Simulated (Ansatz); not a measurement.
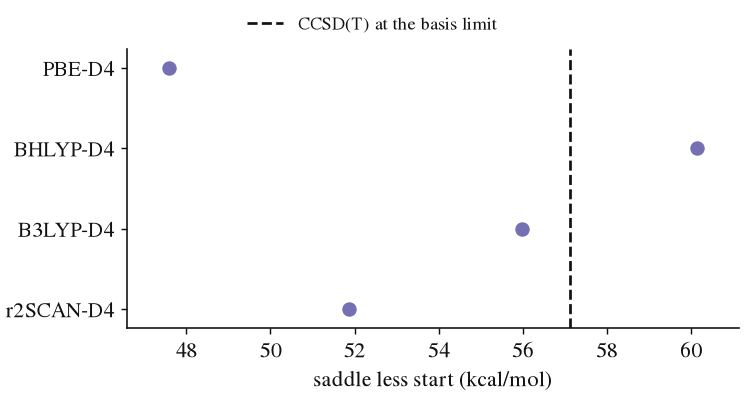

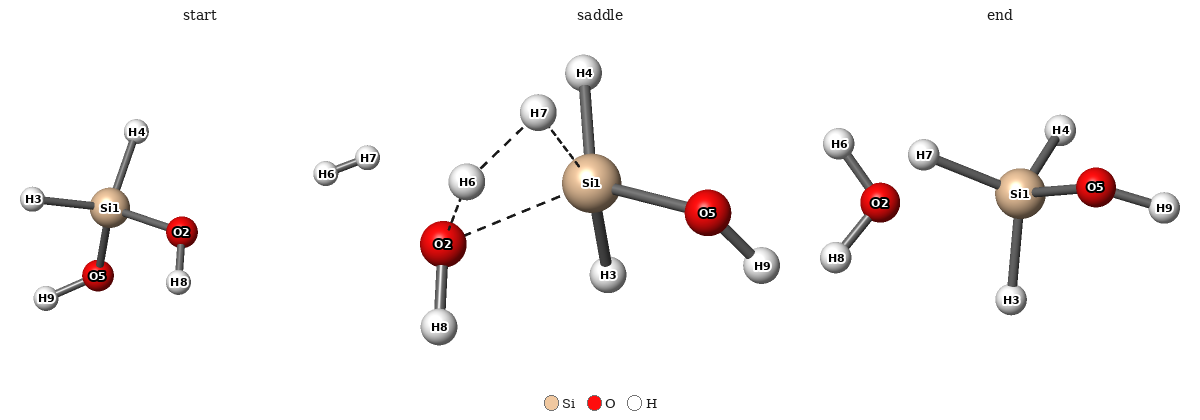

Height of the saddle over the start in one step of SiH₆O₂ at several levels. In the step Si1–H7 (4.51 → 1.71 → 1.48 Å) and O2–H6 (2.61 → 1.13 → 0.96 Å) form; Si1–O2 (1.64 → 1.87 → 2.87 Å) and H6–H7 (0.75 → 1.15 → 2.91 Å) break (lengths at start, saddle and end; changes of bond order aren't listed). Electronic energies at PBE0-D4/def2-TZVP geometries, energies in def2-TZVPP, the Ansatz code; cores frozen in correlated methods, no zero-point terms. Start and end are the structures at the ends of the path (complexes, where there are several molecules). The line is the MP2 basis limit plus CCSD(T) less MP2 in triple zeta.

Q: Which level comes closest to the line (CCSD(T) at the basis limit), and which misses most?

A: Closest B3LYP-D4 (56.0 kcal/mol), against 57.1 kcal/mol; farthest PBE-D4 (47.6 kcal/mol).

Q: What range do the values span, the line included?

A: From 47.6 kcal/mol (PBE-D4) to 60.1 kcal/mol (BHLYP-D4).
